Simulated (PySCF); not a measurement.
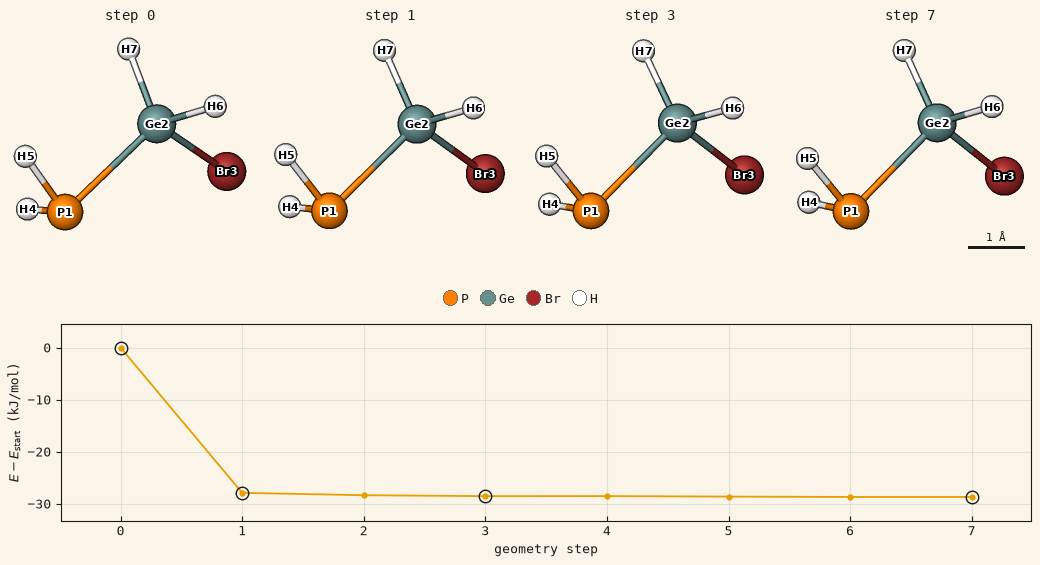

Frames of a relaxation of GePH$_{4}$Br, marked on the history of the run. The picture is a ball-and-stick view, seen from a free direction.

The start comes from GFN2-xTB. Its atoms were then displaced at random by about 0.03 Å.

All numbers below come from PBE0-D3(BJ)/def2-SVP geometry optimisation, gas phase (PySCF). 

> Describe the path.

H4 moves most after the best rigid fit: 0.16 Å. By element the largest moves are H 0.16 Å, P 0.11 Å, Br 0.10 Å, Ge 0.02 Å. Among the contacts that change: P1–H4 1.312 → 1.428 Å, P1–Ge2 2.390 → 2.318 Å, P1–H5 1.365 → 1.432 Å, Ge2–H7 1.526 → 1.539 Å. Among the angles between lasting bonds that change: H6–Ge2–H7 106.3° → 111.1°, P1–Ge2–Br3 110.0° → 105.7°, Br3–Ge2–H6 103.5° → 107.2°. After 7 geometry steps the energy has fallen by 28.7 kJ/mol. From step 0 to 1: H4 moves most (0.11 Å), energy −27.9 kJ/mol. From step 1 to 3: H4 moves most (0.04 Å), energy −0.64 kJ/mol. From step 3 to 7: H5 moves most (0.06 Å), energy −0.15 kJ/mol.

| step | E − E(0), kJ/mol |
| --- | --- |
| 0 | 0.00 |
| 1 | -27.89 |
| 2 | -28.35 |
| 3 | -28.53 |
| 4 | -28.52 |
| 5 | -28.62 |
| 6 | -28.68 |
| 7 | -28.68 |
